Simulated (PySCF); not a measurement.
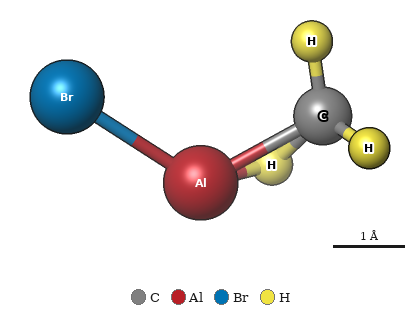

Fig. 1: The starting structure (ball-and-stick view, seen at a tilt). Sticks mark near contacts. Bond lengths as drawn: Al–Br 2.29 Å, Al–C 1.96 Å, Al–H 1.31 Å and C–H 1.09 to 1.31 Å.

**Saddle-point search, with input and output: CH3AlBr (part 1 of 3)**

CH3AlBr, multiplicity 2, computed with APF/ANO-RCC-MB, UKS, sfX2C (PySCF 2.14.0).

The run did not end well.

## The input (calc.py)
```python
from pyscf import gto, dft
from pyscf.geomopt.geometric_solver import kernel as optimise

molecule = gto.M(
    atom=[
    ('C', (-0.392100, 0.512200, -0.308600)),
    ('Al', (1.119900, -0.742300, -0.306600)),
    ('Br', (1.361500, -2.105700, 1.514100)),
    ('H', (-0.031400, 1.541900, -0.384000)),
    ('H', (-0.975800, 0.403700, 0.608700)),
    ('H', (0.062720, -0.479215, -1.038216)),
],
    max_memory=1860,
    verbose=3,
    charge=0,
    spin=1,
    basis='ano-rcc-mb',
)

calc0 = dft.UKS(molecule, xc='apf')
calc0 = calc0.sfx2c1e()
calc0.max_cycle = 100
converged, mol_eq = optimise(calc0, maxsteps=60, transition=True, hessian=True)
print('converged:', converged)
print(mol_eq.tostring())

calc0.reset(mol_eq)
molecule = mol_eq
calc0.kernel()
e_tot = calc0.e_tot
print(f'total energy: {e_tot:.8f} hartree')
```

Run on 1 thread of Arm Neoverse V2, 24 GiB of memory available, shared host.

Launch command:
```bash
OMP_NUM_THREADS=1 python calc.py
```

## Log
```
WARN: HOMO -0.169663829943198 >= LUMO -0.169663829943192

converged SCF energy = -2888.54846059703  <S^2> = 0.75687543  2S+1 = 2.0068637

#|     Arguments passed to driver run_optimizer():      |#
customengine              <pyscf.geomopt.geometric_solver.PySCFEngine object>
maxiter                   60
transition                True
----------------------------------------------------------
 Transition state optimization requested.
Custom engine selected.
Requested bond order-based connectivity but it is not available in the current engine
Bonds will be generated from interatomic distances less than 1.20 times sum of covalent radii
18 internal coordinates being used (instead of 18 Cartesians)
Internal coordinate system (atoms numbered from 1):
Distance 1-2
Distance 1-4
Distance 1-5
Distance 2-3
Distance 2-6
Angle 2-1-4
Angle 2-1-5
Angle 4-1-5
Angle 1-2-3
Angle 1-2-6
Angle 3-2-6
Dihedral 4-1-2-3
Dihedral 4-1-2-6
Dihedral 5-1-2-3
Dihedral 5-1-2-6
Translation-X 1-6
Translation-Y 1-6
Translation-Z 1-6
Rotation-A 1-6
Rotation-B 1-6
Rotation-C 1-6
<class 'geometric.internal.Distance'> : 5
<class 'geometric.internal.Angle'> : 6
<class 'geometric.internal.Dihedral'> : 4
<class 'geometric.internal.TranslationX'> : 1
<class 'geometric.internal.TranslationY'> : 1
<class 'geometric.internal.TranslationZ'> : 1
<class 'geometric.internal.RotationA'> : 1
<class 'geometric.internal.RotationB'> : 1
<class 'geometric.internal.RotationC'> : 1
> ===== Optimization Info: ====
> Job type: Transition state optimization
> Maximum number of optimization cycles: 60
> Initial / maximum trust radius (Angstrom): 0.010 / 0.030
> Convergence Criteria:
> Will converge when all 5 criteria are reached:
>  |Delta-E| < 1.00e-06
>  RMS-Grad  < 3.00e-04
>  Max-Grad  < 4.50e-04
>  RMS-Disp  < 1.20e-03
>  Max-Disp  < 1.80e-03
> === End Optimization Info ===

Geometry optimization cycle 1
Cartesian coordinates (Angstrom)
 Atom        New coordinates             dX        dY        dZ
   C  -0.392100   0.512200  -0.308600    0.000000  0.000000  0.000000
  Al   1.119900  -0.742300  -0.306600    0.000000  0.000000  0.000000
  Br   1.361500  -2.105700   1.514100    0.000000  0.000000  0.000000
   H  -0.031400   1.541900  -0.384000    0.000000  0.000000  0.000000
   H  -0.975800   0.403700   0.608700    0.000000  0.000000  0.000000
   H   0.062720  -0.479215  -1.038216    0.000000  0.000000  0.000000

WARN: Mole.unit (angstrom) is changed to Bohr

converged SCF energy = -2888.54846059758  <S^2> = 0.75687536  2S+1 = 2.0068636
--------------- sfX2C1eUKS_Scanner gradients ---------------
         x                y                z
0 C    -0.0467832845     0.0393084727     0.0008270861
1 Al    -0.1590907013     0.0140275896    -0.0799288579
2 Br    -0.0034242964     0.0303691217    -0.0331000043
3 H    -0.0054722229    -0.0288773873     0.0359761689
4 H     0.0303305439     0.0214502766    -0.0176192894
5 H     0.1844357874    -0.0762290138     0.0937944813
----------------------------------------------
cycle 1: E = -2888.5484606  dE = -2888.55  norm(grad) = 0.300221
>> Using Hessian data provided via params...
>> Initial Cartesian Hessian Eigenvalues
Hessian Eigenvalues:  -8.656e-02 -5.716e-02 -2.892e-02 -7.028e-03 -7.155e-04  9.456e-03  3.515e-02
 5.359e-02  1.032e-01  1.698e-01  4.110e-01  4.613e-01    .....    9.073e+02  9.073e+02  9.075e+02

== Summary of harmonic free energy analysis ==
Note: Rotational symmetry is set to 1 regardless of true symmetry
3 Imaginary Frequencies (cm^-1): 1228.467i 492.841i 290.534i
Note: Free energy does not include contribution from imaginary mode(s)

Free energy contributions calculated at @ 300.00 K:
Zero-point vibrational energy:                                   40.1022 kcal/mol
H   (Trans + Rot + Vib = Tot):   1.4904 +   0.8942 +   0.3326 =   2.7173 kcal/mol
S   (Trans + Rot + Vib = Tot):  40.3657 +  25.5013 +   1.6799 =  67.5469 cal/mol/K
TS  (Trans + Rot + Vib = Tot):  12.1097 +   7.6504 +   0.5040 =  20.2641 kcal/mol

Ground State Electronic Energy    : E0                        = -2888.54846060 au (  -1812591.5253 kcal/mol)
Free Energy Correction (Harmonic) : ZPVE + [H-TS]_T,R,V       =     0.03594428 au (        22.5554 kcal/mol)
Gibbs Free Energy (Harmonic)      : E0 + ZPVE + [H-TS]_T,R,V  = -2888.51251632 au (  -1812568.9699 kcal/mol)

Step    0 : Gradient = 1.226e-01/2.205e-01 (rms/max) Energy = -2888.5484605976
Hessian Eigenvalues:  -1.435e-02  1.349e-03  3.773e-03  1.113e-02  4.634e-02  5.160e-02  7.272e-02
 1.032e-01  2.029e-01  3.393e-01  4.298e-01  4.442e-01    .....    2.431e+03  3.821e+03  5.857e+03

Geometry optimization cycle 2
Cartesian coordinates (Angstrom)
 Atom        New coordinates             dX        dY        dZ
   C  -0.393219   0.509237  -0.312028   -0.001119 -0.002963 -0.003428
  Al   1.122770  -0.741562  -0.308152    0.002870  0.000738 -0.001552
  Br   1.361539  -2.105740   1.514084    0.000039 -0.000040 -0.000016
   H  -0.028729   1.539713  -0.383512    0.002671 -0.002187  0.000488
   H  -0.973136   0.395032   0.609362    0.002664 -0.008668  0.000662
   H   0.049680  -0.460636  -1.033958   -0.013040  0.018579  0.004258
converged SCF energy = -2888.55570707557  <S^2> = 0.7560332  2S+1 = 2.0060241
--------------- sfX2C1eUKS_Scanner gradients ---------------
         x                y                z
0 C    -0.0448258199     0.0368252916    -0.0001306405
1 Al    -0.1552003968     0.0152807228    -0.0743232967
2 Br    -0.0033080565     0.0302091128    -0.0329746948
3 H    -0.0049345123    -0.0273280752     0.0349585027
4 H     0.0288873453     0.0208924843    -0.0160898741
5 H     0.1793806533    -0.0758306644     0.0885084994
----------------------------------------------
cycle 2: E = -2888.55570708  dE = -0.00724648  norm(grad) = 0.290698
Step    1 : Displace = 1.003e-02/2.008e-02 (rms/max) Trust = 1.000e-02 (=) Grad = 1.187e-01/2.139e-01 (rms/max) E (change) = -2888.5557070756 (-7.246e-03) Quality = 1.000
Hessian Eigenvalues:  -1.049e-02  1.380e-03  3.813e-03  1.113e-02  4.666e-02  5.187e-02  7.250e-02
 1.069e-01  2.348e-01  3.273e-01  4.221e-01  4.473e-01    .....    2.431e+03  3.821e+03  5.857e+03

Geometry optimization cycle 3
Cartesian coordinates (Angstrom)
 Atom        New coordinates             dX        dY        dZ
   C  -0.397876   0.506168  -0.317297   -0.004657 -0.003069 -0.005268
  Al   1.127910  -0.740326  -0.310933    0.005140  0.001236 -0.002781
  Br   1.361688  -2.105880   1.513976    0.000149 -0.000139 -0.000108
   H  -0.023325   1.536067  -0.377675    0.005404 -0.003646  0.005837
   H  -0.965317   0.380673   0.613367    0.007819 -0.014359  0.004005
   H   0.034404  -0.435070  -1.027595   -0.015276  0.025567  0.006363
converged SCF energy = -2888.56402626247  <S^2> = 0.75498478  2S+1 = 2.0049786
--------------- sfX2C1eUKS_Scanner gradients ---------------
         x                y                z
0 C    -0.0417640369     0.0327723177    -0.0019081970
1 Al    -0.1503422606     0.0169705981    -0.0675378569
2 Br    -0.0031504759     0.0298753037    -0.0327004501
3 H    -0.0043948599    -0.0257043740     0.0335142159
4 H     0.0270618358     0.0201898593    -0.0144254258
5 H     0.1725931779    -0.0740535194     0.0830028755
----------------------------------------------
cycle 3: E = -2888.56402626  dE = -0.00831919  norm(grad) = 0.278494
Step    2 : Displace = 1.414e-02/2.612e-02 (rms/max) Trust = 1.414e-02 (+) Grad = 1.137e-01/2.053e-01 (rms/max) E (change) = -2888.5640262625 (-8.319e-03) Quality = 0.995
Hessian Eigenvalues:  -2.097e-02  1.394e-03  3.915e-03  1.128e-02  4.720e-02  5.201e-02  7.225e-02
 1.083e-01  2.681e-01  3.360e-01  4.206e-01  4.528e-01    .....    2.431e+03  3.821e+03  5.857e+03

Geometry optimization cycle 4
Cartesian coordinates (Angstrom)
 Atom        New coordinates             dX        dY        dZ
   C  -0.406014   0.504508  -0.321193   -0.008139 -0.001660 -0.003896
  Al   1.136718  -0.737626  -0.315748    0.008808  0.002701 -0.004815
  Br   1.361976  -2.106144   1.513708    0.000288 -0.000264 -0.000269
   H  -0.015552   1.533735  -0.361167    0.007772 -0.002332  0.016508
   H  -0.949267   0.356558   0.625877    0.016050 -0.024115  0.012510
   H   0.012820  -0.400370  -1.026012   -0.021584  0.034700  0.001583
converged SCF energy = -2888.57587095581  <S^2> = 0.7539705  2S+1 = 2.0039666
--------------- sfX2C1eUKS_Scanner gradients ---------------
         x                y                z
0 C    -0.0375295705     0.0262149038    -0.0055330665
1 Al    -0.1411377563     0.0179379343    -0.0582013196
2 Br    -0.0029495796     0.0291813720    -0.0320532434
3 H    -0.0032787845    -0.0232627955     0.0313746570
4 H     0.0244695173     0.0189855627    -0.0116272594
5 H     0.1604348403    -0.0690020650     0.0759799826
----------------------------------------------
cycle 4: E = -2888.57587096  dE = -0.0118447  norm(grad) = 0.257968
Step    3 : Displace = 2.011e-02/3.310e-02 (rms/max) Trust = 2.000e-02 (+) Grad = 1.053e-01/1.905e-01 (rms/max) E (change) = -2888.5758709558 (-1.184e-02) Quality = 0.993
Hessian Eigenvalues:  -2.824e-02  1.405e-03  4.001e-03  1.130e-02  4.741e-02  5.202e-02  7.202e-02
 1.085e-01  2.493e-01  3.713e-01  4.199e-01  4.578e-01    .....    2.431e+03  3.821e+03  5.857e+03

Geometry optimization cycle 5
Cartesian coordinates (Angstrom)
 Atom        New coordinates             dX        dY        dZ
   C  -0.418679   0.506904  -0.319957   -0.012665  0.002396  0.001236
  Al   1.150894  -0.731559  -0.323564    0.014176  0.006066 -0.007816
  Br   1.362278  -2.106408   1.513217    0.000302 -0.000265 -0.000491
   H  -0.005119   1.534838  -0.327183    0.010433  0.001103  0.033984
   H  -0.921509   0.319310   0.650776    0.027758 -0.037248  0.024899
   H  -0.018866  -0.353790  -1.035437   -0.031687  0.046580 -0.009425
converged SCF energy = -2888.59223895262  <S^2> = 0.75406661  2S+1 = 2.0040625
--------------- sfX2C1eUKS_Scanner gradients ---------------
         x                y                z
0 C    -0.0326905734     0.0177277982    -0.0111260063
1 Al    -0.1262808472     0.0174617173    -0.0463697083
2 Br    -0.0026777888     0.0278342518    -0.0307078340
3 H    -0.0013650330    -0.0198268349     0.0284902755
4 H     0.0213346359     0.0170145826    -0.0073046270
5 H     0.1416947713    -0.0601504633     0.0669561627
----------------------------------------------
cycle 5: E = -2888.59223895  dE = -0.016368  norm(grad) = 0.227633
Step    4 : Displace = 2.947e-02/4.502e-02 (rms/max) Trust = 2.828e-02 (+) Grad = 9.293e-02/1.679e-01 (rms/max) E (change) = -2888.5922389526 (-1.637e-02) Quality = 0.996
Hessian Eigenvalues:  -1.796e-02  1.435e-03  4.131e-03  1.118e-02  4.742e-02  5.201e-02  7.211e-02
 1.079e-01  2.283e-01  3.793e-01  4.196e-01  4.591e-01    .....    2.431e+03  3.821e+03  5.857e+03

Geometry optimization cycle 6
Cartesian coordinates (Angstrom)
 Atom        New coordinates             dX        dY        dZ
   C  -0.430206   0.514023  -0.312458   -0.011527  0.007119  0.007498
  Al   1.165866  -0.723403  -0.331763    0.014972  0.008157 -0.008199
  Br   1.362285  -2.106296   1.512715    0.000007  0.000112 -0.000502
   H   0.006945   1.538683  -0.284074    0.012064  0.003845  0.043109
   H  -0.892561   0.283056   0.677091    0.028947 -0.036253  0.026315
   H  -0.049425  -0.308416  -1.053530   -0.030558  0.045374 -0.018093
converged SCF energy = -2888.60682003931  <S^2> = 0.75577755  2S+1 = 2.0057692
--------------- sfX2C1eUKS_Scanner gradients ---------------
         x                y                z
0 C    -0.0297814880     0.0120335985    -0.0154124359
1 Al    -0.1121804999     0.0163510666    -0.0369588867
2 Br    -0.0024330815     0.0262657153    -0.0290572562
3 H     0.0004319877    -0.0169637080     0.0260610116
4 H     0.0192007451     0.0150744166    -0.0032566894
5 H     0.1247830188    -0.0527054727     0.0585699122
----------------------------------------------
cycle 6: E = -2888.60682004  dE = -0.0145811  norm(grad) = 0.200948
Step    5 : Displace = 3.000e-02/4.608e-02 (rms/max) Trust = 3.000e-02 (+) Grad = 8.204e-02/1.476e-01 (rms/max) E (change) = -2888.6068200393 (-1.458e-02) Quality = 0.996
Hessian Eigenvalues:   1.156e-03  2.931e-03  6.937e-03  1.102e-02  4.741e-02  5.196e-02  7.278e-02
 1.066e-01  2.120e-01  3.702e-01  4.195e-01  4.580e-01    .....    2.431e+03  3.821e+03  5.857e+03

Geometry optimization cycle 7
Cartesian coordinates (Angstrom)
 Atom        New coordinates             dX        dY        dZ
   C  -0.430449   0.501933  -0.336998   -0.000243 -0.012091 -0.024539
  Al   1.178266  -0.718675  -0.339282    0.012400  0.004728 -0.007520
  Br   1.363390  -2.108354   1.512327    0.001104 -0.002058 -0.000388
   H  -0.008735   1.535651  -0.265910   -0.015679 -0.003032  0.018164
   H  -0.924755   0.227259   0.631270   -0.032194 -0.055797 -0.045821
   H  -0.067247  -0.252169  -1.089837   -0.017823  0.056247 -0.036307
converged SCF energy = -2888.62229168492  <S^2> = 0.75647042  2S+1 = 2.00646
--------------- sfX2C1eUKS_Scanner gradients ---------------
         x                y                z
0 C    -0.0256029601    -0.0016826580    -0.0321189157
1 Al    -0.0982431817     0.0153348163    -0.0321291652
2 Br    -0.0024435567     0.0248414975    -0.0273687254
3 H     0.0023050524    -0.0140890226     0.0237516964
4 H     0.0175014556     0.0125261691     0.0015909918
5 H     0.1065065177    -0.0368837778     0.0662259108
----------------------------------------------
cycle 7: E = -2888.62229168  dE = -0.0154716  norm(grad) = 0.179736
Step    6 : Displace = 3.041e-02/5.714e-02 (rms/max) Trust = 3.000e-02 (=) Grad = 7.338e-02/1.307e-01 (rms/max) E (change) = -2888.6222916849 (-1.547e-02) Quality = 0.989
Hessian Eigenvalues:  -1.353e-01  3.534e-03  1.023e-02  1.232e-02  4.747e-02  5.266e-02  7.166e-02
 1.029e-01  1.487e-01  4.192e-01  4.250e-01  4.675e-01    .....    2.431e+03  3.821e+03  5.857e+03

Geometry optimization cycle 8
Cartesian coordinates (Angstrom)
 Atom        New coordinates             dX        dY        dZ
   C  -0.408989   0.501928  -0.332938    0.021460 -0.000005  0.004059
  Al   1.184234  -0.717015  -0.343582    0.005968  0.001660 -0.004300
  Br   1.365518  -2.110180   1.509846    0.002128 -0.001826 -0.002481
   H   0.002096   1.542328  -0.319739    0.010830  0.006677 -0.053829
   H  -0.908184   0.264819   0.642996    0.016571  0.037560  0.011726
   H  -0.108935  -0.225323  -1.041286   -0.041688  0.026846  0.048551
converged SCF energy = -2888.62714720912  <S^2> = 0.75637422  2S+1 = 2.0063641
--------------- sfX2C1eUKS_Scanner gradients ---------------
         x                y                z
0 C    -0.0175407223    -0.0337866605    -0.0644466527
1 Al    -0.0945833103     0.0146916461    -0.0264243304
2 Br    -0.0024987809     0.0241561267    -0.0266344234
3 H     0.0046452795    -0.0118208672     0.0225018970
4 H     0.0166662171     0.0106198460     0.0023647954
5 H     0.0933357060    -0.0038114125     0.0925916188
----------------------------------------------
cycle 8: E = -2888.62714721  dE = -0.00485552  norm(grad) = 0.187416
Step    7 : Displace = 3.039e-02/5.232e-02 (rms/max) Trust = 3.000e-02 (=) Grad = 7.651e-02/1.315e-01 (rms/max) E (change) = -2888.6271472091 (-4.856e-03) Quality = 0.637
Hessian Eigenvalues:  -4.562e-01  3.424e-03  5.871e-03  1.263e-02  4.777e-02  5.204e-02  7.348e-02
 7.843e-02  1.297e-01  4.190e-01  4.388e-01  4.713e-01    .....    2.431e+03  3.821e+03  5.857e+03

Geometry optimization cycle 9
Cartesian coordinates (Angstrom)
 Atom        New coordinates             dX        dY        dZ
   C  -0.422534   0.492503  -0.352456   -0.013545 -0.009425 -0.019518
  Al   1.189874  -0.713289  -0.344195    0.005639  0.003726 -0.000612
  Br   1.365309  -2.111251   1.511166   -0.000209 -0.001071  0.001320
   H  -0.016663   1.532049  -0.259382   -0.018759 -0.010279  0.060357
   H  -0.938572   0.194186   0.599540   -0.030388 -0.070634 -0.043457
   H  -0.090824  -0.195832  -1.095360    0.018111  0.029492 -0.054074
converged SCF energy = -2888.63143458091  <S^2> = 0.75685614  2S+1 = 2.0068444
--------------- sfX2C1eUKS_Scanner gradients ---------------
         x                y                z
0 C    -0.0166031241    -0.0261164356    -0.0628624602
1 Al    -0.0887478230     0.0150412244    -0.0275240179
2 Br    -0.0025312310     0.0235851460    -0.0259378302
3 H     0.0037988840    -0.0127608540     0.0219235004
4 H     0.0167592461     0.0103407965     0.0042451306
5 H     0.0873485070    -0.0100494472     0.0901150748
```
